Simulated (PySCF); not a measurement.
# Core-level calculation of C$_{2}$H$_{7}$ClSi$_{2}$

C$_{2}$H$_{7}$ClSi$_{2}$, computed with delta-SCF UKS PBE, pcX-2 on the ionised atom, pcseg-1 elsewhere, spin-free X2C (PySCF 2.14.0).

Figures and captions count atoms from 1; the log counts them from 0 in places.

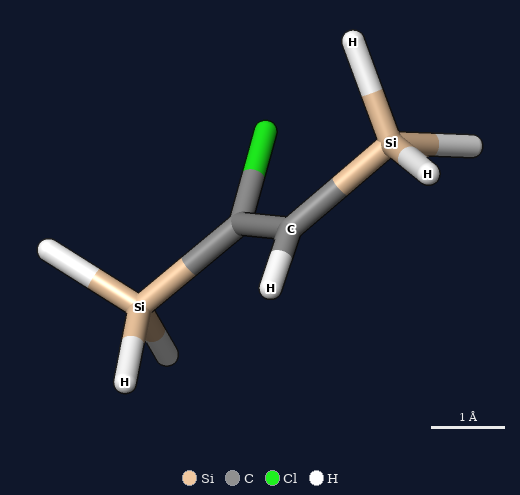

The structure (stick view, seen at a tilt). Bond lengths as drawn: C–C 1.34 Å, C–Cl 1.75 Å, C–H 1.10 Å, C–Si 1.88 Å and H–Si 1.49 Å.

Summary:

- outcome: converged
- hardware: 1 CPU thread, shared host
- wall time: 22 s
- peak memory: 0.55 GiB

Input:
```
{"job": {"kind": "xps", "xc": "PBE"}, "charge": 0, "multiplicity": 1}
Si     2.049827     1.386556     1.129413
C      0.280016     0.754792     1.050257
C     -0.811698     1.532859     1.037141
Si    -2.603074     0.956589     0.957682
Cl    -0.644988     3.278019     1.100340
H      2.350126     2.255429    -0.047090
H      2.275002     2.163822     2.384181
H      2.965880     0.207736     1.113446
H      0.097466    -0.326375     1.010964
H     -3.331332     1.434490     2.168706
H     -2.614630    -0.535082     0.901444
H     -3.252111     1.525754    -0.258780
```

The first line tells a small driver script what to run in PySCF; the rest is the geometry in Å.

Command:
```bash
OMP_NUM_THREADS=1 python <driver script> task.json out
```

What the program printed:
```
ground state, core basis on atom 0 (Si), 159 functions
  cycle   1  E = -1121.36124664  |g| = 3.38e-01
  cycle   2  E = -1121.29738447  |g| = 5.68e-01
  cycle   3  E = -1121.38208053  |g| = 1.86e-01
  cycle   4  E = -1121.39219780  |g| = 4.54e-02
  cycle   5  E = -1121.39275584  |g| = 1.82e-02
  cycle   6  E = -1121.39283824  |g| = 5.83e-03
  cycle   7  E = -1121.39284918  |g| = 8.61e-04
  cycle   8  E = -1121.39285078  |g| = 1.83e-04
  E(ground) = -1121.39266031 Eh
hole in Si 1s of atom 0
  cycle   1  E = -1052.56631695  |g| = 4.42e+00
  cycle   2  E = -1051.86582285  |g| = 2.56e+00
[... 8 cycles left out ...]
  E(ion) = -1053.65599215 Eh   <S^2> = 0.7515   hole on atom = 1.000   binding energy = 1843.209 eV
hole in Si 2p of atom 0
[... 10 cycles left out ...]
  E(ion) = -1117.48607115 Eh   <S^2> = 0.7518   hole on atom = 1.002   binding energy = 106.304 eV
  2p3/2 = 106.087 eV   2p1/2 = 106.710 eV
ground state, core basis on atom 1 (C), 148 functions
[... 6 cycles left out ...]
  E(ground) = -1121.32752198 Eh
hole in C 1s of atom 1
[... 10 cycles left out ...]
  E(ion) = -1110.69296201 Eh   <S^2> = 0.7705   hole on atom = 1.000   binding energy = 289.381 eV
ground state, core basis on atom 2 (C), 148 functions
[... 6 cycles left out ...]
  E(ground) = -1121.32923106 Eh
hole in C 1s of atom 2
[... 11 cycles left out ...]
  E(ion) = -1110.64436277 Eh   <S^2> = 0.7774   hole on atom = 1.000   binding energy = 290.750 eV
ground state, core basis on atom 3 (Si), 159 functions
[... 7 cycles left out ...]
  E(ground) = -1121.39266255 Eh
hole in Si 1s of atom 3
[... 11 cycles left out ...]
  E(ion) = -1053.64691587 Eh   <S^2> = 0.7515   hole on atom = 1.000   binding energy = 1843.456 eV
hole in Si 2p of atom 3
[... 10 cycles left out ...]
  E(ion) = -1117.47634898 Eh   <S^2> = 0.7519   hole on atom = 1.002   binding energy = 106.568 eV
  2p3/2 = 106.344 eV   2p1/2 = 106.967 eV
ground state, core basis on atom 4 (Cl), 159 functions
[... 7 cycles left out ...]
  E(ground) = -1121.51507715 Eh
hole in Cl 1s of atom 4
[... 9 cycles left out ...]
  cycle  10  E = -1017.72613615  |g| = 3.81e-04
  E(ion) = -1017.72557484 Eh   <S^2> = 0.7510   hole on atom = 1.000   binding energy = 2824.256 eV
hole in Cl 2p of atom 4
  cycle   1  E = -1113.47570861  |g| = 1.67e+00
  cycle   2  E = -1112.30180127  |g| = 1.89e+00
  cycle   3  E = -1113.39799480  |g| = 8.98e-01
  cycle   4  E = -1113.86146357  |g| = 4.13e-01
  cycle   5  E = -1113.94353811  |g| = 1.20e-01
  cycle   6  E = -1113.95178840  |g| = 1.95e-02
  cycle   7  E = -1113.95200444  |g| = 8.01e-03
  cycle   8  E = -1113.95203249  |g| = 4.01e-03
  cycle   9  E = -1113.95204317  |g| = 4.81e-04
  E(ion) = -1113.95151490 Eh   <S^2> = 0.7519   hole on atom = 1.001   binding energy = 205.815 eV
  2p3/2 = 205.080 eV   2p1/2 = 206.749 eV
```

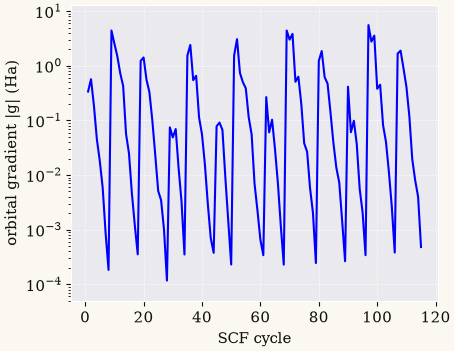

Convergence of the self-consistent field: orbital gradient |g| against the SCF cycle. All cycles printed in the log are drawn one after another.

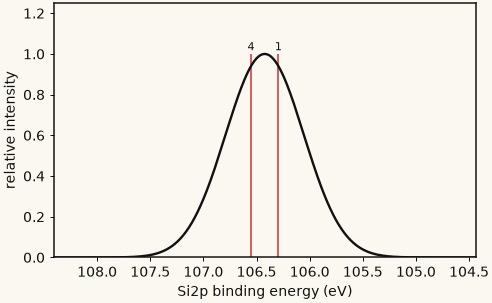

Si2p binding energies by ΔSCF of the atoms computed, labelled by atom number, with a Gaussian envelope of 0.8 eV full width. They run from 106.29 eV (atom 1) to 106.55 eV (atom 4).
